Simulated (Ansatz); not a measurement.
**CH4FNOSi (SMILES N=C(F)O[SiH3]): density, localisation and related maps**

The calculation's input:

```
crystal:
  periodic: [false, false, false]
  atoms:
    - {symbol: N, position_ang: [1.645696, 0.938538, 0.192961]}
    - {symbol: C, position_ang: [1.378029, -0.267101, 0.000382]}
    - {symbol: F, position_ang: [2.362364, -1.137545, -0.107943]}
    - {symbol: O, position_ang: [0.226866, -0.916464, -0.129506]}
    - {symbol: Si, position_ang: [-1.279500, -0.187510, -0.070111]}
    - {symbol: H, position_ang: [0.821628, 1.525602, 0.262606]}
    - {symbol: H, position_ang: [-1.374699, 0.826091, -1.148140]}
    - {symbol: H, position_ang: [-2.236255, -1.292892, -0.267025]}
    - {symbol: H, position_ang: [-1.455528, 0.464982, 1.249674]}
basis:
  gaussian: {orbitals: def2-TZVPP}
hamiltonian: {xc: pbe0, dispersion: d4}
output: {orbitals: {seedname: orbitals}}
```

Launched as:

```sh
ansatz run in.yaml --threads 2 --pin off --events-out ev --progress --plain --max-ram 4352MiB
```

Geometry: PBE0-D4/def2-TZVP.

Level of theory: RKS PBE0-D4/def2-TZVPP (Ansatz 0.2.0).

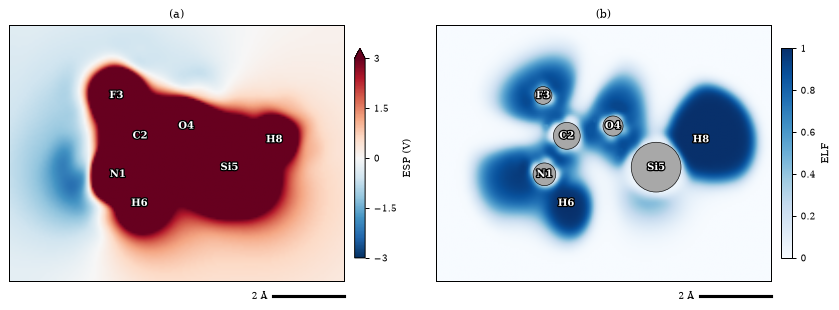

Figure 1. (a) molecular electrostatic potential; (b) ELF on the plane of atoms C2, O4 and Si5. Grey discs cover the atomic cores in the ELF map.

Question: Interpret the plot.

Answer: Atoms in the plane: N, C, F, O, Si and H.
C–N (1.25 Å): the ELF peaks at about 0.90 between the atoms; a short, multiple covalent bond.
C–F (1.32 Å): the ELF peaks at about 0.85 between the atoms (a shared but strongly polarised pair).
C–O (1.33 Å): the ELF peaks at about 0.85 between the atoms (a polar covalent bond).
Si–O (1.67 Å): the ELF peaks at about 0.85 between the atoms; a polar covalent bond.
N–H (1.01 Å): the ELF climbs to about 1 towards the hydrogen, as it does in any bond to H (a covalent bond by its length).
The ELF also peaks beside N1, O4 and F3, away from the bonds: lone-pair regions.
Outside the dense part of the molecule the potential is most negative (−2.3 V) near N1.

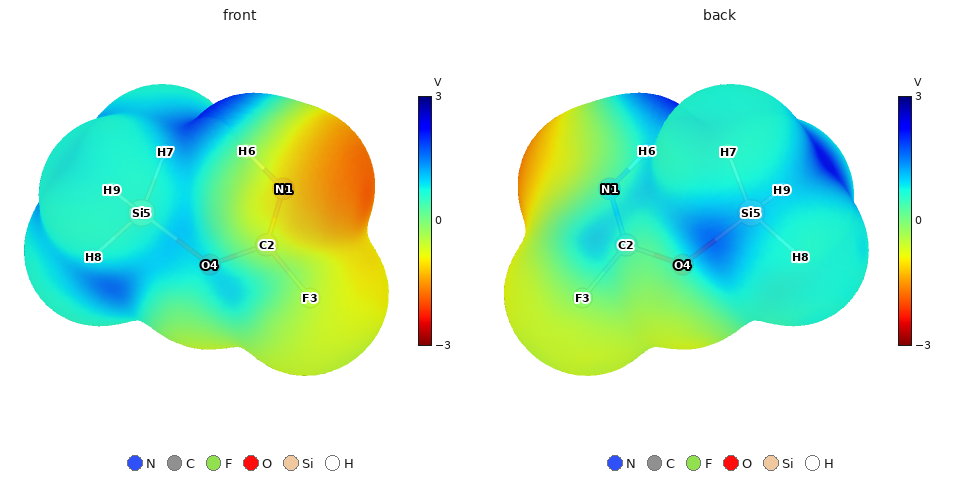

Figure 2. The electrostatic potential painted on the density surface at 0.002 e/bohr³, seen from the front and from behind; the colour scale runs from red (negative) to blue (positive).

Question: Where is the surface potential most negative and most positive?

Answer: The most negative region (about −1.8 V, or −42 kcal/mol for a unit charge) lies over N1, the most positive (about +2.2 V, or +51 kcal/mol for a unit charge) over Si5. N1 is the likeliest acceptor of a hydrogen bond.

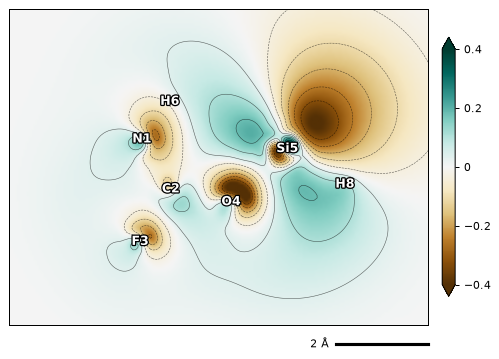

Figure 3. The LUMO on the plane of atoms C2, N1 and H6 (values in Å⁻³ᐟ²; the overall sign is arbitrary).

Question: Where does this orbital lie, and at what energy?

Answer: It lies mainly on Si5 (about 60 %), H8 (about 10 %), O4 (about 10 %), H7 (about 5 %) and H9 (about 5 %). Its energy is −0.46 eV.

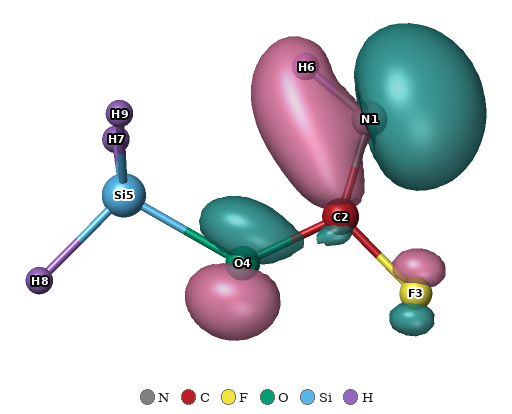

Figure 4. The HOMO−1 at ±0.15 Å⁻³ᐟ² (teal and pink are the two phases), seen across its widest extent.

Question: Where does this orbital lie, and at what energy?

Answer: It lies mainly on N1 (about 70 %), O4 (about 10 %), C2 (about 10 %) and H6 (about 5 %); largely a lone pair of N1. Its energy is −8.68 eV.
